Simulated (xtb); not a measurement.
**Run report: GaCl₃, polarizability calculation**

The run: polarizability calculation of GaCl₃, SMILES [Cl][Ga]([Cl])[Cl]. Method and program: PTB (xtb 6.7.1 later snapshot).

The geometry comes from this level: PBE0-D4/def2-TZVP.

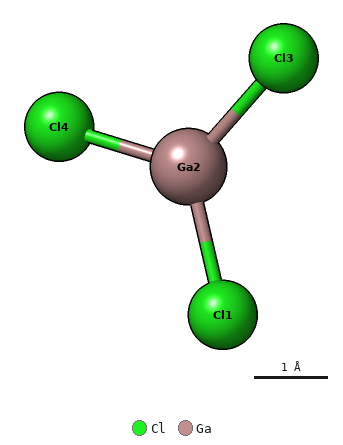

*The structure as given in the input (ball-and-stick view, seen at a tilt; atoms are numbered from 1 in the order of the input). Sticks mark near contacts.*

Bond lengths as drawn: Cl–Ga 2.11 Å.

### The input (start.xyz)
```
4
Cl3Ga
Cl     0.86670000     0.37140000     1.88750000
Ga     0.01380000    -0.01510000    -0.00510000
Cl    -0.09030000    -1.99500000    -0.73160000
Cl    -0.73470000     1.57830000    -1.17110000
```

Hardware: 1 thread of Arm Neoverse V2, 24 GiB of memory available, shared host.

Launch command:
```bash
xtb start.xyz --alpha --ptb > start.out 2> xtb.err
```

### Log
```
* xtb version 6.7.1
   ID    Z sym.   atoms
    1   17 Cl     1, 3, 4
    2   31 Ga     2

           -------------------------------------------------
          |                Calculation Setup                |
           -------------------------------------------------

          program call               : xtb start.xyz --alpha --ptb
          coordinate file            : start.xyz
          omp threads                :                     1

           -------------------------------------------------
          |                      P T B                      |
           -------------------------------------------------

                              @@@ @

          ...................................................
          :                      SETUP                      :
          :.................................................:
          :  # atomic orbitals                  52          :
          :  # shells                           20          :
          :  # electrons                        24          :
          :  # open shells                       0          :
          :  max. iterations                     2          :
          :  Hamiltonian                       PTB          :
          :  PC potential                    false          :
          :  electronic temp.          300.0000000     K    :
          :  -> integral cutoff          0.2500000E+02      :
          :  verbosity level                     2          :
          ...................................................

          --- Calculation progress: ---
              1st iteration...
              2nd iteration...
          --- Two-step SCF done. ---

           -------------------------------------------------
          |                Property Printout                |
           -------------------------------------------------

    * Orbital Energies and Occupations

         #    Occupation            Energy/Eh            Energy/eV
      -------------------------------------------------------------
         1        2.0000           -0.9899199             -26.9371
         2        2.0000           -0.9896132             -26.9287
         3        2.0000           -0.9794261             -26.6515
         4        2.0000           -0.6580847             -17.9074
         5        2.0000           -0.5306212             -14.4389
         6        2.0000           -0.5300510             -14.4234
         7        2.0000           -0.4848798             -13.1943
         8        2.0000           -0.4759479             -12.9512
         9        2.0000           -0.4647550             -12.6466
        10        2.0000           -0.4642725             -12.6335
        11        2.0000           -0.4637711             -12.6199
        12        2.0000           -0.4635274             -12.6132 (HOMO)
        13                          0.0244992               0.6667 (LUMO)
        14                          0.0476877               1.2976
        15                          0.1267036               3.4478
        16                          0.1286197               3.4999
        17                          0.1871490               5.0926
        18                          0.1888956               5.1401
        19                          0.1977592               5.3813
        20                          0.1986433               5.4054
        21                          0.2155588               5.8657
        22                          0.2241365               6.0991
        23                          0.2245686               6.1108
       ...                                ...                  ...
        52                         58.3514200            1587.8230
      -------------------------------------------------------------
                  HL-Gap            0.4880266 Eh           13.2799 eV
             Fermi-level            0.0000000 Eh            0.0000 eV

    * Atomic partial charges (q)     Shell populations (p)
    ------------------------------------------------------------------------------------
      #  sym   q                     1          2          3          4          5
    ------------------------------------------------------------------------------------
      1  Cl   -0.04685               1.27456    0.49781    4.03610    1.21260    0.02579
      2  Ga    0.13991               0.54565    0.18220    1.04196    0.31435    0.77593
      3  Cl   -0.04727               1.27468    0.49770    4.03642    1.21270    0.02577
      4  Cl   -0.04579               1.27494    0.49793    4.03481    1.21229    0.02581
    ------------------------------------------------------------------------------------
      total:   0.00000

Wiberg/Mayer (AO) data.
largest (>0.10) Wiberg bond orders for each atom

 ---------------------------------------------------------------------------
     #   Z sym  total        # sym  WBO       # sym  WBO       # sym  WBO
 ---------------------------------------------------------------------------
     1  17      1.168 --     2      1.058
     2  31      3.174 --     4      1.059     1      1.058     3      1.057
     3  17      1.166 --     2      1.057
     4  17      1.168 --     2      1.059
 ---------------------------------------------------------------------------

Topologies differ in total number of bonds
Writing topology from bond orders to xtbtopo.mol

 --------------------------------------
    Molecular dipole moment (a.u.)
    X        Y        Z
 --------------------------------------
   -0.0007   0.0052  -0.0034
 --------------------------------------
    Total dipole moment (a.u. / Debye):
    0.0063   0.0160

 --------------------------------------
    Molecular quadrupole tensor: (a.u.)
         X         Y         Z
    X    3.8243
    Y    1.2911   -2.5965
    Z   -5.1169   -0.6954   -1.2279

 --------------------------------------
    Numerical polarizability tensor: (a.u.)
         X         Y         Z
    X   36.8960   -1.5720    6.4262
    Y   -1.5720   51.0093    0.8145
    Z    6.4262    0.8145   48.0584
 --------------------------------------
    Total isotropic dipole polarizability (a.u. / Å³):
   45.3212   6.7159

------------------------------------------------------------------------
------------------------------------------------------------------------
 total:
 *  cpu-time:     0 d,  0 h,  0 min,  0.011 sec
 * ratio c/w:     1.000 speedup
 SCF:
 *  cpu-time:     0 d,  0 h,  0 min,  0.010 sec
 * ratio c/w:     1.000 speedup
```

### Standard error
```
normal termination of xtb
```

### Key numbers

- outcome: converged
- electrons treated: 24
- HOMO: −12.61 eV
- LUMO: 0.67 eV
- dipole moment: 0.02 D
- peak memory: 0.073 GiB
